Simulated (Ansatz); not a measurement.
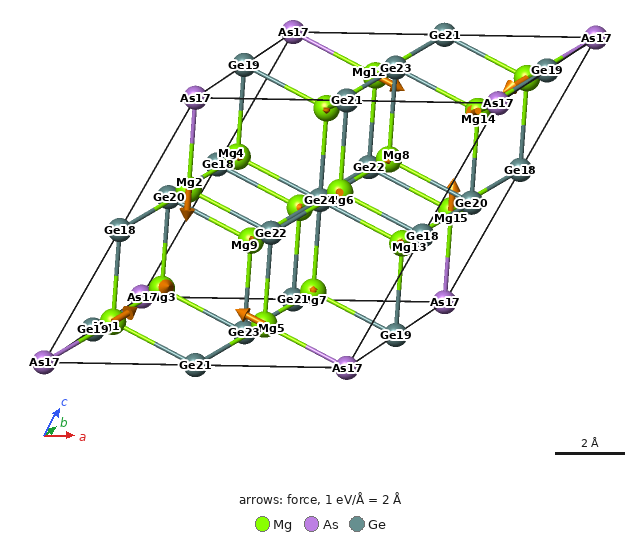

Starting geometry of a defect cell of composition Mg16Ge7As (cell charge +1) with the computed forces as orange arrows. Style: ball-and-stick. Shown: the cell of the calculation, from a free direction.

The calculation used DFT, PBE, plane-wave PAW, default files, scalar-relativistic (Ansatz 0.2.0). (plane-wave cutoff 420 eV; k-point mesh 3 × 3 × 3; occupations fermi dirac; smearing width 0.01 eV; no spin polarisation; atoms relaxed in a fixed cell; force threshold 0.03 eV/Å; at most 40 steps)

Question: Is this structure relaxed? If not, where do the atoms go?

Answer: It isn't relaxed: the largest force vector, on Mg atoms, is 0.49 eV/Å. The atoms end up moving mostly along the starting forces (cosine between the two patterns 0.99). After 2 accepted moves (3 points after the start) the energy has fallen by 0.135 eV per cell of the calculation. The largest force component goes from 0.29 to 0.0061 eV/Å. The line search rejected the trial step at point 1 of the run. The largest moves, 0.066 Å, are those of Mg atoms. Ge and As stay in place. The cell doesn't change. Near-neighbour distances that change, for instance: As–Mg 2.762 → 2.828 Å, Ge–Mg 2.762 → 2.740 Å, Ge–Mg 2.762 → 2.769 Å.

Limits of the set-up: the cell is charged, on a uniform background, and energies carry no finite-size correction.
